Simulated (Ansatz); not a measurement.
**Fields on a plane of LaBi (rock salt)**

```yaml
crystal:
  lattice:
    - [0.00000, 3.33114, 3.33114]
    - [3.33114, 0.00000, 3.33114]
    - [3.33114, 3.33114, 0.00000]
  atoms:
    - { symbol: La, position: [0.50000, 0.50000, 0.50000] }
    - { symbol: Bi, position: [0.00000, 0.00000, 0.00000] }
```

The slice is a {100} plane (indices of the conventional cell) through the point (0.500, 0.500, 0.500) (fractional), spanned by u = [100] and v = [0 1 -1] in vectors of this cell: u (4.71 Å) and v (4.71 Å, at 90° to u). It covers one period; positions are fractions (u, v).

Atoms on it: La at (0.00, 0.00); Bi at (0.50, 0.50).

The numbers are results of r2SCAN (plane waves to 500 eV, PAW, scalar-relativistic; Ansatz, a quantum-chemistry and plane-wave program), not measurements. k mesh 12×12×12. These are valence fields of a PAW run, semicore shells included where kept as valence: close to a nucleus they are smooth pseudo fields. LaBi is run without spin polarisation. LaBi was relaxed with its symmetry unable to fall. Spin-orbit coupling is left out, though Bi is heavy.

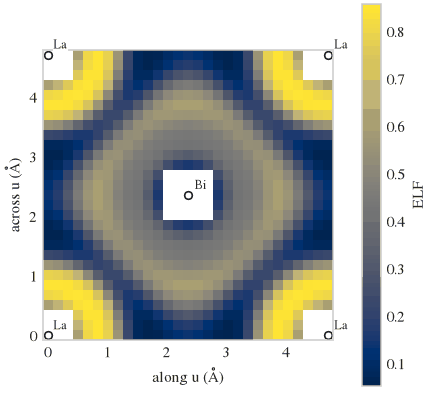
*Electron localisation function (ELF), one period of the plane, atoms marked. Points within 0.5 Å of a nucleus are left white, as the pseudised field means little there.*

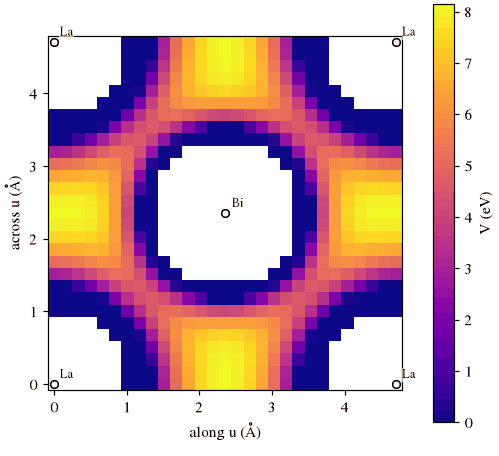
Figure: Electrostatic potential energy of an electron, from the cell's mean, in eV, one period of the plane, atoms marked. Points within 1 Å of a nucleus are left white, as the pseudised field means little there. Values under 0 eV are set to 0. The zero, the cell's mean, hangs on the PAW cores.

The density on the La–Bi line (3.33 Å) at its density minimum, 1.6 Å from La is 0.19 e/Å³ and the ELF at that point is 0.2.
